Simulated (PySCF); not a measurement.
# CH₅FO₃Si₂: geometry, spin-spin couplings

Aim: predict the spin-spin couplings of CH₅FO₃Si₂ (`O=C(O[SiH2]F)[SiH2]O`).

Programs: PySCF 2.14.0, with density-fitted response routines of our own. Each step states its level of theory. These are calculated values for one molecule in the gas phase, unless marked as measured. Atoms count from 0, in the outputs and in this text.

## (1) The molecule as given

12 atoms, charge 0, multiplicity 1; geometry from: GFN2-xTB. The atoms were then displaced at random by about 0.01 Å, so the start is not that level's minimum.

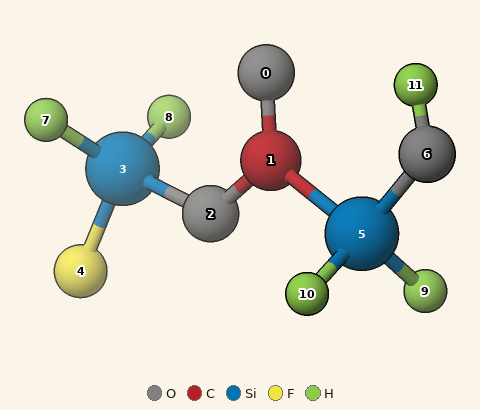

The starting geometry (oxygen grey, carbon red, silicon blue, fluorine yellow, hydrogen green), atoms numbered.

## (2) Geometry optimisation at PBE0-D3(BJ)/def2-SVP

The job: settings as JSON, then the geometry in Å.

```
{"job": {"xc": "PBE0", "basis": "def2-SVP", "d3": "d3bj", "grid": 1, "shake": 0.01, "kind": "geom"}, "charge": 0, "multiplicity": 1}
O     -0.064660     1.471590     0.319700
C     -0.207200     0.302160     0.133050
O      0.842230    -0.495470     0.081930
Si     2.462450    -0.016290     0.263020
F      3.138890    -1.446760     0.081410
Si    -1.898440    -0.553650    -0.107200
O     -3.007550     0.599200     0.011060
H      2.868480     0.826380    -0.839200
H      2.688090     0.446150     1.634160
H     -2.084290    -1.526330     0.981540
H     -1.936310    -1.150600    -1.429860
H     -2.762000     1.515330     0.155540
```

Command:

```sh
OMP_NUM_THREADS=1 python probes_run.py task.json out
```

This one command runs all jobs of the session in turn.

Log:

```text
step   0  E = -944.66434824  max force = 0.035942
step   1  E = -944.67107883  max force = 0.006606
step   2  E = -944.67127171  max force = 0.014011
step   3  E = -944.67200574  max force = 0.007672
step   4  E = -944.67219567  max force = 0.005529
step   5  E = -944.67228236  max force = 0.001862
step   6  E = -944.67229712  max force = 0.000518
step   7  E = -944.67230361  max force = 0.001526
step   8  E = -944.67230418  max force = 0.002552
step   9  E = -944.67231852  max force = 0.002189
step  10  E = -944.67234716  max force = 0.000355
step  11  E = -944.67237235  max force = 0.000568
step  12  E = -944.67240949  max force = 0.001699
step  13  E = -944.67242022  max force = 0.000987
step  14  E = -944.67242932  max force = 0.000559
step  15  E = -944.67243140  max force = 0.000207
optimisation converged
```

Wall time 2.1 min (1 thread of Arm Neoverse V1, shared host); peak memory 0.54 GiB.

The steps of the relaxation:

```
step  energy from step 0 (eV)  largest force component (eV/Å)
   0                   0.0000                          1.8482
   1                  -0.1831                          0.3397
   2                  -0.1884                          0.7205
   3                  -0.2084                          0.3945
   4                  -0.2135                          0.2843
   5                  -0.2159                          0.0957
   6                  -0.2163                          0.0266
   7                  -0.2165                          0.0785
   8                  -0.2165                          0.1312
   9                  -0.2169                          0.1126
  10                  -0.2177                          0.0183
  11                  -0.2183                          0.0292
  12                  -0.2194                          0.0874
  13                  -0.2196                          0.0508
  14                  -0.2199                          0.0287
  15                  -0.2200                          0.0106
```

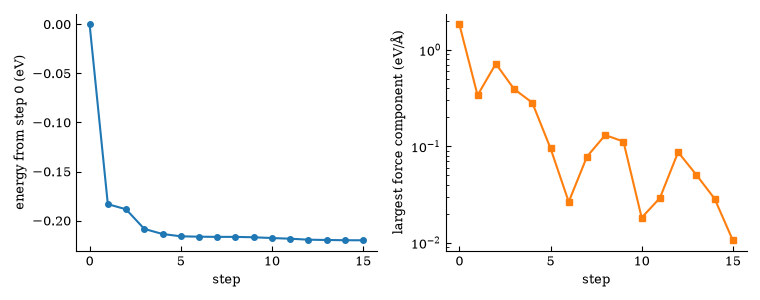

Energy and force, step by step.

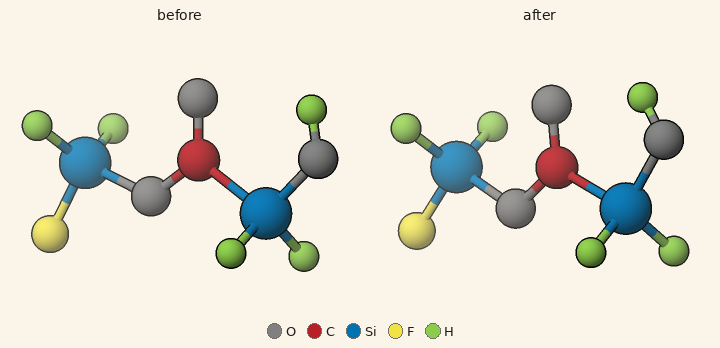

Before and after, at one scale.

Distances of close pairs at the start and the end, largest changes first:

| bond | before (Å) | after (Å) | change (Å) |
| --- | --- | --- | --- |
| Si5–O6 | 1.604 | 1.656 | +0.052 |
| Si5–H10 | 1.452 | 1.488 | +0.037 |
| Si3–H7 | 1.446 | 1.478 | +0.032 |
| O0–C1 | 1.193 | 1.215 | +0.023 |
| Si3–F4 | 1.593 | 1.614 | +0.021 |
| O2–Si3 | 1.699 | 1.717 | +0.017 |
| Si5–H9 | 1.472 | 1.488 | +0.016 |
| C1–Si5 | 1.911 | 1.925 | +0.014 |

The final coordinates are the input of the step that follows.

```csv
at the end point,value
point group (found at 0.08 Å tolerance),Cs
"rotational constants (GHz, main isotopes)","5.854, 0.754, 0.679"
dipole moment (D),0.60
```

## (3) J couplings: B3LYP/6-31G*

The job: settings as JSON, then the geometry in Å.

```
{"job": {"kind": "j", "xc": "B3LYP", "basis": "6-31G*"}, "charge": 0, "multiplicity": 1}
O     -0.020546     1.531933     0.227890
C     -0.248790     0.348826     0.069069
O      0.727398    -0.551624     0.135116
Si     2.291787     0.070267     0.470418
F      3.199504    -1.264015     0.484524
Si    -2.047115    -0.239606    -0.284031
O     -2.893030     1.184046    -0.262234
H      2.751547     0.934424    -0.637098
H      2.323991     0.673065     1.819854
H     -2.476002    -1.179610     0.786639
H     -2.087846    -0.916249    -1.608889
H     -2.303836     1.935505    -0.102746
```

With the program's defaults for keys left out, this is: B3LYP/6-31G* indirect spin-spin coupling, non-relativistic, gas phase.

Log:

```text
coarse grid: 11784 points
cycle   1  E = -945.5029219048  dE =  9.625e-01  |g| = 1.292e+00  |ddm| = 3.334e+00
cycle   2  E = -944.7032701055  dE =  7.997e-01  |g| = 2.410e+00  |ddm| = 2.653e+00
cycle   3  E = -945.7832190751  dE = -1.080e+00  |g| = 3.686e-01  |ddm| = 1.947e+00
cycle   4  E = -945.8064631592  dE = -2.324e-02  |g| = 1.529e-01  |ddm| = 3.611e-01
cycle   5  E = -945.8106398583  dE = -4.177e-03  |g| = 2.925e-02  |ddm| = 1.121e-01
cycle   6  E = -945.8108205844  dE = -1.807e-04  |g| = 9.905e-03  |ddm| = 3.233e-02
cycle   7  E = -945.8108380499  dE = -1.747e-05  |g| = 2.478e-03  |ddm| = 8.105e-03
cycle   8  E = -945.8108392761  dE = -1.226e-06  |g| = 5.909e-04  |ddm| = 2.533e-03
final grid: 107152 points
cycle   9  E = -945.7394257557  dE = -1.024e-05  |g| = 3.196e-03  |ddm| = 1.115e-02
cycle  10  E = -945.7394226783  dE =  3.077e-06  |g| = 5.246e-03  |ddm| = 5.715e-03
cycle  11  E = -945.7394276273  dE = -4.949e-06  |g| = 9.284e-04  |ddm| = 3.648e-03
cycle  12  E = -945.7394277831  dE = -1.558e-07  |g| = 2.553e-04  |ddm| = 8.078e-04
cycle  13  E = -945.7394277954  dE = -1.232e-08  |g| = 5.443e-05  |ddm| = 2.311e-04
cycle  14  E = -945.7394277960  dE = -6.075e-10  |g| = 1.896e-05  |ddm| = 6.283e-05
converged SCF energy = -945.7394277960

Indirect spin-spin couplings (Hz)
  i      j    bonds     total        FC       PSO       DSO        SD
  0 O    1 C    1     16.076     1.889    14.330    -0.144         -
  0 O    3 Si   3      4.373     3.472     0.581     0.019     0.300
  0 O    4 F    4     -2.050    -1.058    -0.921     0.202    -0.274
  0 O    5 Si   2      4.743     3.445     0.626    -0.009     0.682
  0 O    7 H    4     -0.687    -0.697     0.108    -0.098         -
  0 O    8 H    4     -0.695    -0.701     0.105    -0.099         -
  0 O    9 H    3     -0.865    -0.959    -0.087     0.182         -
  0 O   10 H    3     -0.858    -0.950    -0.087     0.179         -
  0 O   11 H    4      0.697     0.683     0.406    -0.392         -
  1 C    2 O    1     26.365    20.026     6.541    -0.202         -
  1 C    3 Si   2      1.909     1.748     0.136    -0.006     0.031
  1 C    4 F    3      2.003     0.959     0.871    -0.367     0.540
  1 C    5 Si   1    -77.474   -76.707     0.583    -0.174    -1.176
  1 C    6 O    2      0.057     0.036     0.035    -0.014         -
  1 C    7 H    3     -0.051     0.122    -0.131    -0.042         -
  1 C    8 H    3     -0.012     0.154    -0.131    -0.035         -
  1 C    9 H    2      8.199     8.229    -0.105     0.075         -
  1 C   10 H    2      8.370     8.398    -0.105     0.077         -
  1 C   11 H    3      2.712     2.742    -0.463     0.432         -
  2 O    3 Si   1    -15.036   -11.633    -4.311     0.077     0.832
  2 O    4 F    2    -11.267   -13.142     3.020    -0.001    -1.144
  2 O    5 Si   2     18.979    18.692     0.208     0.011     0.067
  2 O    7 H    2     -3.539    -3.740     0.099     0.102         -
  2 O    8 H    2     -3.548    -3.749     0.100     0.101         -
  2 O    9 H    3      0.041     0.078    -0.004    -0.034         -
  2 O   10 H    3      0.019     0.056    -0.004    -0.033         -
  2 O   11 H    4     -0.177    -0.258    -0.028     0.108         -
  3 Si   4 F    1    277.000   212.543    69.700    -0.303    -4.940
  3 Si   5 Si   3      2.256     2.060     0.082    -0.028     0.142
  3 Si   7 H    1   -249.925  -249.963     1.115    -0.448    -0.630
  3 Si   8 H    1   -249.794  -249.832     1.114    -0.448    -0.628
  4 F    5 Si   4     -0.585    -0.500     0.016     0.121    -0.222
  4 F    7 H    2     47.994    51.300    -1.529    -1.311    -0.466
  4 F    8 H    2     47.633    50.932    -1.520    -1.317    -0.463
  4 F    9 H    5     -0.320    -0.022     0.093    -0.404     0.012
  4 F   10 H    5     -0.323    -0.019     0.095    -0.412     0.013
  4 F   11 H    6     -0.483     0.034     0.202    -0.702    -0.016
  5 Si   6 O    1    -15.598    -9.976    -6.230     0.040     0.568
  5 Si   7 H    4     -0.853    -0.880    -0.068     0.128    -0.033
  5 Si   8 H    4     -0.834    -0.860    -0.066     0.125    -0.033
  5 Si   9 H    1   -212.050  -212.322     1.107    -0.345    -0.490
  5 Si  10 H    1   -211.278  -211.551     1.107    -0.345    -0.488
  5 Si  11 H    2      2.027     0.757     0.942     0.362    -0.034
  6 O    9 H    2    -10.047   -10.265     0.017     0.200         -
  6 O   10 H    2     -9.711    -9.930     0.017     0.202         -
  6 O   11 H    1    -79.558   -68.483   -10.500    -0.574         -
  7 H    8 H    2     32.022    34.068     0.054    -2.100         -
  7 H    9 H    5     -0.723    -0.149     0.392    -0.967         -
  7 H   10 H    5      0.236     0.414     0.157    -0.335         -
  8 H    9 H    5      0.243     0.412     0.151    -0.321         -
  8 H   10 H    5     -0.720    -0.146     0.393    -0.966         -
  9 H   10 H    2     18.066    19.737     0.086    -1.758         -
  9 H   11 H    3      1.079     2.730     0.985    -2.636         -
 10 H   11 H    3      0.690     2.307     0.952    -2.569         -
```

Wall time 21 s (1 thread of Arm Neoverse V1, shared host); peak memory 0.73 GiB.

The basis is not made for couplings: without tight functions at the nuclei these values are rough.

Couplings of 1 Hz or more over one to four bonds, nine at most for each number, with means over like pairs (isotopes 13C, 19F, 1H, 17O, 29Si):

```csv
pair,bonds,J (Hz),Fermi contact (Hz),dihedral (°)
Si3–F4,1,277.0,212.5,–
Si3–H7,1,-249.9,-249.9,–
Si5–H9,1,-211.7,-211.9,–
O6–H11,1,-79.6,-68.5,–
C1–Si5,1,-77.5,-76.7,–
C1–O2,1,26.4,20.0,–
O0–C1,1,16.1,1.9,–
Si5–O6,1,-15.6,-10.0,–
O2–Si3,1,-15.0,-11.6,–
F4–H7,2,47.8,51.1,–
H7–H8,2,32.0,34.1,–
O2–Si5,2,19.0,18.7,–
H9–H10,2,18.1,19.7,–
O2–F4,2,-11.3,-13.1,–
O6–H9,2,-9.9,-10.1,–
C1–H9,2,8.3,8.3,–
O0–Si5,2,4.7,3.4,–
O2–H7,2,-3.5,-3.7,–
O0–Si3,3,4.4,3.5,1
C1–H11,3,2.7,2.7,1
Si3–Si5,3,2.3,2.1,-179
C1–F4,3,2.0,1.0,180
O0–F4,4,-2.0,-1.1,–
```

The spin-dipole term was solved for some atoms only; pairs without it lack that part.

The response was solved for the nuclei of C, F, H, Si alone, so couplings that need other nuclei can be missing.

Quadrupole couplings from the field gradients of the same density:

```csv
atom,isotope,eQq/h (MHz),η
O0,17O,8.178,0.14
O6,17O,-7.995,0.66
O2,17O,-6.937,0.03
```

## (4) Results

```
                                    quantity                      value
                                 point group                         Cs
        rotational constants (main isotopes)       5.85, 0.75, 0.68 GHz
largest coupling of the table (B3LYP/6-31G*)  ¹J(Si,F) Si3–F4, 277.0 Hz
```

In words: The start of the PBE0/def2-SVP relaxation was shaken at random by about 0.01 Å, so part of the energy gained, and of the first lengths quoted, undoes that. Relaxing lowered the energy by 0.220 eV in 15 steps; the close pair that moved most is Si5–O6, from 1.604 to 1.656 Å. No frequency check was run at this level, so the end point may be a saddle. Of the pairs tabulated at B3LYP/6-31G*, Si3–F4 couples most strongly (277.0 Hz; Fermi contact 212.5 Hz). Couplings across rotatable bonds belong to this one conformer; where others are populated, the observed values are averages. Couplings from bases without tight functions are rough.
